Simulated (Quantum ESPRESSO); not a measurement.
# AlNi (Pm-3m): from the cell to the phonon bands

How does AlNi (Pm-3m) vibrate, and is this structure a minimum?

Calculated with Quantum ESPRESSO 7.5; DFT PBE, scalar-relativistic, plane waves, GBRV ultrasoft pseudopotentials.

The database entry behind the starting cell differs from later determinations by our own check (about 0.2 % short), so it need not match the best structure at ambient conditions.

## (1) Starting point

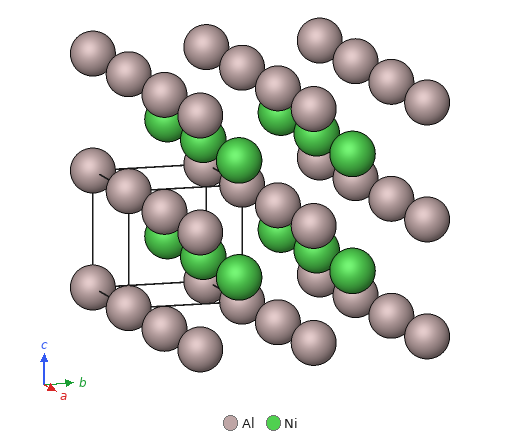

Start, viewed slightly off an axis; aluminium light grey, nickel green. 3×2×2 cells are drawn. Some periodic images of atoms are drawn too.

As a file:

```
Al Ni
1.0
     2.88100    0.00000    0.00000
     0.00000    2.88100    0.00000
     0.00000    0.00000    2.88100
Al Ni
1 1
Direct
  0.00000 0.00000 0.00000
  0.50000 0.50000 0.50000
```

## (2) A probe with smearing

Before anything dear is run, a loose run with smearing shows whether this is a metal and how far the cell is from rest.

Input file probe.in:

```
&control
   calculation = 'scf'
   prefix = 'x'
   outdir = './tmp'
   pseudo_dir = './pseudo'
   tprnfor = .true.
   tstress = .true.
   verbosity = 'high'
/
&system
   ibrav = 1
   celldm(1) = 5.44430097
   nat = 2
   ntyp = 2
   ecutwfc = 45.0
   ecutrho = 270.0
   occupations = 'smearing'
   smearing = 'gaussian'
   degauss = 0.01
/
&electrons
   conv_thr = 1.0d-07
   mixing_beta = 0.7
   electron_maxstep = 100
/
ATOMIC_SPECIES
 Al     26.9815  Al.upf
 Ni     58.6934  Ni.upf
ATOMIC_POSITIONS crystal
 Al     0.000000000   0.000000000   0.000000000
 Ni     0.500000000   0.500000000   0.500000000
K_POINTS automatic
 6 6 6 0 0 0
```

Command:

```
$ OMP_NUM_THREADS=1 mpirun -n 4 pw.x -nk 4 -in probe.in > probe.out
```

What it wrote:

```text
[banners, grids, parts of the stress and lines that vanish by symmetry left out]
Program PWSCF v.7.5
     bravais-lattice index     =            1
     lattice parameter (alat)  =       5.4443  a.u.
[...]
kinetic-energy cutoff     =      45.0000  Ry
     charge density cutoff     =     270.0000  Ry
     scf convergence threshold =      1.0E-07
[...]
Exchange-correlation=  SLA  PW   PBX  PBC
                           (   1   4   3   4   0   0   0)
[...]
48 Sym. Ops., with inversion, found
[...]
(     0          1          0      )
                  (     0          0          1      )
[...]
(  0.0000000  1.0000000  0.0000000 )
                  (  0.0000000  0.0000000  1.0000000 )
[...]
(     0         -1          0      )
                  (     0          0          1      )
[...]
(  0.0000000 -1.0000000  0.0000000 )
[...]
(     0          0          1      )
                  (     1          0          0      )
[...]
( -1.0000000  0.0000000  0.0000000 )
                  (  0.0000000  1.0000000  0.0000000 )
[...]
number of k points=    20  Gaussian smearing, width (Ry)=  0.0100
[...]
End of self-consistent calculation
[...]
the Fermi energy is    13.8705 ev
!    total energy              =    -350.07921267 Ry
[...]
convergence has been achieved in  18 iterations
[...]
atom    1 type  1   force =     0.00000000    0.00000000    0.00000000
     atom    2 type  2   force =     0.00000000    0.00000000    0.00000000
[...]
Total force =     0.000000     Total SCF correction =     0.000000
[...]
total   stress  (Ry/bohr**3)                   (kbar)     P=       18.49
[...]
XML data file, charge density, pseudopotentials, collected wavefunctions

   JOB DONE.
```

Run time: 3.2 s. Hardware: 4 MPI ranks of Arm Neoverse V1, shared host; 12 s of CPU time.

This step gave:

| Quantity | Value |
| --- | --- |
| volume per atom | 11.96 Å³ |
| pressure | 1.849 GPa |
| gap on the k-mesh | 0 eV |

No gap opens on this mesh, so smearing is kept; the start stands at 1.8 GPa.

## (3) Relaxation

The relaxation runs at a cutoff a fifth above that of the response, since stress converges more slowly with the basis than frequencies do. Forces and stress are brought to rest with tight thresholds.

Input file relax.in:

```
&control
   calculation = 'vc-relax'
   prefix = 'x'
   outdir = './tmp'
   pseudo_dir = './pseudo'
   tprnfor = .true.
   tstress = .true.
   forc_conv_thr = 2.0d-05
   etot_conv_thr = 1.0d-07
   nstep = 40
/
&system
   ibrav = 1
   celldm(1) = 5.44430097
   nat = 2
   ntyp = 2
   ecutwfc = 54
   ecutrho = 324.0
   occupations = 'smearing'
   smearing = 'mv'
   degauss = 0.02
/
&electrons
   conv_thr = 1.0d-11
   mixing_beta = 0.7
   electron_maxstep = 100
/
&ions
/
&cell
   press_conv_thr = 0.2
/
ATOMIC_SPECIES
 Al     26.9815  Al.upf
 Ni     58.6934  Ni.upf
ATOMIC_POSITIONS crystal
 Al     0.000000000   0.000000000   0.000000000
 Ni     0.500000000   0.500000000   0.500000000
K_POINTS automatic
 12 12 12 0 0 0
```

Command:

```
$ OMP_NUM_THREADS=1 mpirun -n 4 pw.x -nk 4 -in relax.in > relax.out
```

What it wrote:

```text
[banners, grids, parts of the stress and lines that vanish by symmetry left out]
[banner, memory and clock lines left out]
Program PWSCF v.7.5

[...]
kinetic-energy cutoff     =      54.0000  Ry
     charge density cutoff     =     324.0000  Ry
     scf convergence threshold =      1.0E-11
[...]
energy convergence thresh.=      1.0E-07
     force convergence thresh. =      2.0E-05
     press convergence thresh. =      2.0E-01
     Exchange-correlation=  SLA  PW   PBX  PBC
                           (   1   4   3   4   0   0   0)
[...]
48 Sym. Ops., with inversion, found
[...]
number of k points=    84  Marzari-Vanderbilt smearing, width (Ry)=  0.0200
[...]
End of self-consistent calculation
[...]
the Fermi energy is    13.8329 ev
!    total energy              =    -350.08088415 Ry
[...]
convergence has been achieved in  26 iterations
[...]
atom    1 type  1   force =     0.00000000    0.00000000    0.00000000
     atom    2 type  2   force =     0.00000000    0.00000000    0.00000000
     Total force =     0.000000     Total SCF correction =     0.000000
[...]
total   stress  (Ry/bohr**3)                   (kbar)     P=       20.70
[...]
number of bfgs steps    =   0
[...]
CELL_PARAMETERS (alat=  5.44430097)
[...]
ATOMIC_POSITIONS (crystal)
Al               0.0000000000        0.0000000000        0.0000000000
Ni               0.5000000000        0.5000000000        0.5000000000
[...]
New effective cutoffs (rho, wfc):  321.39   53.62
[...]
End of self-consistent calculation
[...]
the Fermi energy is    13.6535 ev
!    total energy              =    -350.08102297 Ry
[...]
convergence has been achieved in   8 iterations
[...]
atom    1 type  1   force =     0.00000000    0.00000000    0.00000000
     atom    2 type  2   force =     0.00000000    0.00000000    0.00000000
     Total force =     0.000000     Total SCF correction =     0.000000
[...]
total   stress  (Ry/bohr**3)                   (kbar)     P=        3.39
[...]
number of bfgs steps    =   1
[...]
CELL_PARAMETERS (alat=  5.44430097)
[...]
ATOMIC_POSITIONS (crystal)
Al               0.0000000000        0.0000000000        0.0000000000
Ni               0.5000000000        0.5000000000        0.5000000000
[...]
New effective cutoffs (rho, wfc):  320.95   53.55
[...]
End of self-consistent calculation
[...]
the Fermi energy is    13.6184 ev
!    total energy              =    -350.08102684 Ry
[...]
convergence has been achieved in   8 iterations
[...]
atom    1 type  1   force =     0.00000000    0.00000000    0.00000000
     atom    2 type  2   force =     0.00000000    0.00000000    0.00000000
     Total force =     0.000000     Total SCF correction =     0.000000
[...]
total   stress  (Ry/bohr**3)                   (kbar)     P=        0.02
[...]
number of bfgs steps    =   2
[...]
small trust_radius: resetting bfgs history
[...]
CELL_PARAMETERS (alat=  5.44430097)
[...]
ATOMIC_POSITIONS (crystal)
Al               0.0000000000        0.0000000000        0.0000000000
Ni               0.5000000000        0.5000000000        0.5000000000
[...]
New effective cutoffs (rho, wfc):  320.94   53.55
[...]
End of self-consistent calculation
[...]
the Fermi energy is    13.6182 ev
!    total energy              =    -350.08102684 Ry
[...]
convergence has been achieved in   3 iterations
[...]
atom    1 type  1   force =     0.00000000    0.00000000    0.00000000
     atom    2 type  2   force =     0.00000000    0.00000000    0.00000000
     Total force =     0.000000     Total SCF correction =     0.000000
[...]
total   stress  (Ry/bohr**3)                   (kbar)     P=       -0.00
[...]
bfgs converged in   4 scf cycles and   3 bfgs steps
[...]
End of BFGS Geometry Optimization
     Final enthalpy           =    -350.0810268392 Ry
     File ./tmp/x.bfgs deleted, as requested
[...]
CELL_PARAMETERS (alat=  5.44430097)
[...]
ATOMIC_POSITIONS (crystal)
Al               0.0000000000        0.0000000000        0.0000000000
Ni               0.5000000000        0.5000000000        0.5000000000
[...]
Final scf calculation at the relaxed structure.
[...]
kinetic-energy cutoff     =      54.0000  Ry
     charge density cutoff     =     324.0000  Ry
     scf convergence threshold =      1.0E-13
[...]
press convergence thresh. =      2.0E-01
     Exchange-correlation=  SLA  PW   PBX  PBC
                           (   1   4   3   4   0   0   0)
[...]
48 Sym. Ops., with inversion, found
[...]
number of k points=    84  Marzari-Vanderbilt smearing, width (Ry)=  0.0200
[...]
c_bands:  1 eigenvalues not converged
     c_bands:  1 eigenvalues not converged
     c_bands:  1 eigenvalues not converged
     c_bands:  1 eigenvalues not converged
[...]
c_bands:  1 eigenvalues not converged
     c_bands:  1 eigenvalues not converged
[...]
End of self-consistent calculation
[...]
the Fermi energy is    13.6182 ev
!    total energy              =    -350.08104456 Ry
[...]
convergence has been achieved in  27 iterations
[...]
atom    1 type  1   force =     0.00000000    0.00000000    0.00000000
     atom    2 type  2   force =     0.00000000    0.00000000    0.00000000
     Total force =     0.000000     Total SCF correction =     0.000000
[...]
total   stress  (Ry/bohr**3)                   (kbar)     P=       -0.00
[...]
XML data file, charge density, pseudopotentials, collected wavefunctions
```

Run time: 31 s. Hardware: 4 MPI ranks; 2.1 min of CPU time.

Step by step:

| step | energy less that of the first step (eV) | largest force (eV/Å) | pressure (GPa) | volume (Å³) |
| --- | --- | --- | --- | --- |
| 1 | 0.0000 | 0.0000 | 2.07 | 23.91 |
| 2 | -0.0019 | 0.0000 | 0.34 | 24.17 |
| 3 | -0.0019 | 0.0000 | 0.00 | 24.22 |
| 4 | -0.0019 | 0.0000 | 0.00 | 24.22 |
| 5 | -0.0022 | 0.0000 | 0.00 | 24.22 |

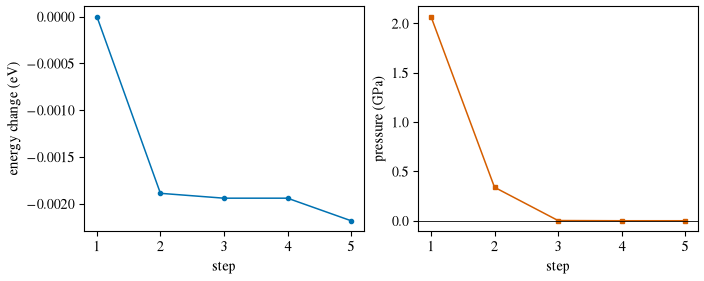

Energy and pressure along the relaxation.

| conventional cell, symmetrised | before | after | change |
| --- | --- | --- | --- |
| a (Å) | 2.881 | 2.893 | +0.4 % |
| b (Å) | 2.881 | 2.893 | +0.4 % |
| c (Å) | 2.881 | 2.893 | +0.4 % |
| volume (Å³/atom) | 11.96 | 12.11 | +1.3 % |

The relaxed structure:

```xyz
2
Lattice="2.8931 0.0000 0.0000 0.0000 2.8931 0.0000 0.0000 0.0000 2.8931" Properties=species:S:1:pos:R:3 pbc="T T T"
Al    0.0000    0.0000    0.0000
Ni    1.4466    1.4466    1.4466
```

The last row of the table of steps is pw.x's closing run on a basis chosen anew for the final cell, so its energy can jump.

Read from the output:

```
volume per atom : 12.11 Å³
pressure        : 0 GPa
```

The volume changes by +1.3 % from the cell with which this run began.

## (4) Ground state

Perturbation theory inherits every error of the wavefunctions, so the threshold is set near the limit of the arithmetic. Smearing stays on, as the first look found no gap above 0.3 eV.

Input file scf.in:

```
&control
   calculation = 'scf'
   prefix = 'x'
   outdir = './tmp'
   pseudo_dir = './pseudo'
   tprnfor = .true.
   tstress = .true.
/
&system
   ibrav = 1
   celldm(1) = 5.46725696
   nat = 2
   ntyp = 2
   ecutwfc = 45.0
   ecutrho = 270.0
   occupations = 'smearing'
   smearing = 'mv'
   degauss = 0.02
/
&electrons
   conv_thr = 1.0d-12
   mixing_beta = 0.7
   electron_maxstep = 100
/
ATOMIC_SPECIES
 Al     26.9815  Al.upf
 Ni     58.6934  Ni.upf
ATOMIC_POSITIONS crystal
 Al     0.000000000   0.000000000   0.000000000
 Ni     0.500000000   0.500000000   0.500000000
K_POINTS automatic
 12 12 12 0 0 0
```

Command:

```
$ OMP_NUM_THREADS=1 mpirun -n 4 pw.x -nk 4 -in scf.in > scf.out
```

What it wrote:

```text
[banners, grids, parts of the stress and lines that vanish by symmetry left out]
[banner, memory and clock lines left out]
Program PWSCF v.7.5

[...]
kinetic-energy cutoff     =      45.0000  Ry
     charge density cutoff     =     270.0000  Ry
     scf convergence threshold =      1.0E-12
[...]
Exchange-correlation=  SLA  PW   PBX  PBC
                           (   1   4   3   4   0   0   0)
[...]
48 Sym. Ops., with inversion, found
[...]
number of k points=    84  Marzari-Vanderbilt smearing, width (Ry)=  0.0200
[...]
End of self-consistent calculation
[...]
the Fermi energy is    13.6185 ev
!    total energy              =    -350.08081277 Ry
[...]
convergence has been achieved in  29 iterations
[...]
atom    1 type  1   force =     0.00000000    0.00000000    0.00000000
     atom    2 type  2   force =     0.00000000    0.00000000    0.00000000
     Total force =     0.000000     Total SCF correction =     0.000000
[...]
total   stress  (Ry/bohr**3)                   (kbar)     P=       -0.23
[...]
XML data file, charge density, pseudopotentials, collected wavefunctions
```

Elapsed: 11 s, on 4 MPI ranks.

Read from the output:

```yaml
pressure: -0.02300 GPa
```

The cell stands at -0.023 GPa, close enough for phonons.

## (5) Levels on a dense mesh

The coupling is a sum over pairs of states at the Fermi level and needs a much denser mesh than the density does.

scf_fit.in, as its differences from scf.in of step 4:

```diff
@@ -18,5 +18,6 @@
    degauss = 0.02
+   la2F = .true.
 /
 &electrons
-   conv_thr = 1.0d-12
+   conv_thr = 1.0d-10
    mixing_beta = 0.7
@@ -31,2 +32,2 @@
 K_POINTS automatic
- 12 12 12 0 0 0
+ 24 24 24 0 0 0
```

Command:

```
$ OMP_NUM_THREADS=1 mpirun -n 4 pw.x -nk 4 -in scf_fit.in > scf_fit.out
```

What it wrote:

```text
[banners, grids, parts of the stress and lines that vanish by symmetry left out]
[banner, memory and clock lines left out]
Program PWSCF v.7.5

[...]
kinetic-energy cutoff     =      45.0000  Ry
     charge density cutoff     =     270.0000  Ry
     scf convergence threshold =      1.0E-10
[...]
Exchange-correlation=  SLA  PW   PBX  PBC
                           (   1   4   3   4   0   0   0)
[...]
48 Sym. Ops., with inversion, found
[...]
number of k points=   455  Marzari-Vanderbilt smearing, width (Ry)=  0.0200
[...]
End of self-consistent calculation
[...]
the Fermi energy is    13.6014 ev
!    total energy              =    -350.08080113 Ry
[...]
convergence has been achieved in  24 iterations
[...]
atom    1 type  1   force =     0.00000000    0.00000000    0.00000000
     atom    2 type  2   force =     0.00000000    0.00000000    0.00000000
     Total force =     0.000000     Total SCF correction =     0.000000
[...]
total   stress  (Ry/bohr**3)                   (kbar)     P=       -0.28
[...]
XML data file, charge density, pseudopotentials, collected wavefunctions
```

The job ended after 42 s (4 MPI ranks).

This step gave:

```
pressure : -0.02800 GPa
```

## (6) Ground state

The run on the dense mesh left its levels for the electron-phonon sums; ph.x needs the ground state on the coarse mesh, so pw.x runs once more in the same folder.

scf.in is that of step 4.

Command:

```
$ OMP_NUM_THREADS=1 mpirun -n 4 pw.x -nk 4 -in scf.in > scf.out
```

What it wrote:

```text
[banners, grids, parts of the stress and lines that vanish by symmetry left out]
[banner, memory and clock lines left out]
Program PWSCF v.7.5

[...]
kinetic-energy cutoff     =      45.0000  Ry
     charge density cutoff     =     270.0000  Ry
     scf convergence threshold =      1.0E-12
[...]
Exchange-correlation=  SLA  PW   PBX  PBC
                           (   1   4   3   4   0   0   0)
[...]
48 Sym. Ops., with inversion, found
[...]
number of k points=    84  Marzari-Vanderbilt smearing, width (Ry)=  0.0200
[...]
End of self-consistent calculation
[...]
the Fermi energy is    13.6185 ev
!    total energy              =    -350.08081277 Ry
[...]
convergence has been achieved in  29 iterations
[...]
atom    1 type  1   force =     0.00000000    0.00000000    0.00000000
     atom    2 type  2   force =     0.00000000    0.00000000    0.00000000
     Total force =     0.000000     Total SCF correction =     0.000000
[...]
total   stress  (Ry/bohr**3)                   (kbar)     P=       -0.23
[...]
XML data file, charge density, pseudopotentials, collected wavefunctions
```

Run time: 11 s. Hardware: 4 MPI ranks; 44 s of CPU time.

Numbers from this step:

```yaml
pressure: -0.02300 GPa
```

[end of part 1 of 3]

[Host names and launcher messages were left out of these logs when they were recorded.]

[Logs are printed without paths, hosts, clocks, repeated set-up lines and the standing remarks that a program may print on its own settings, such as how far it seeks lower states.]

[Hosts, paths, dates, database ids (printed as entryN), source tags and the programs' standing remarks are cut or masked in the printed files.]
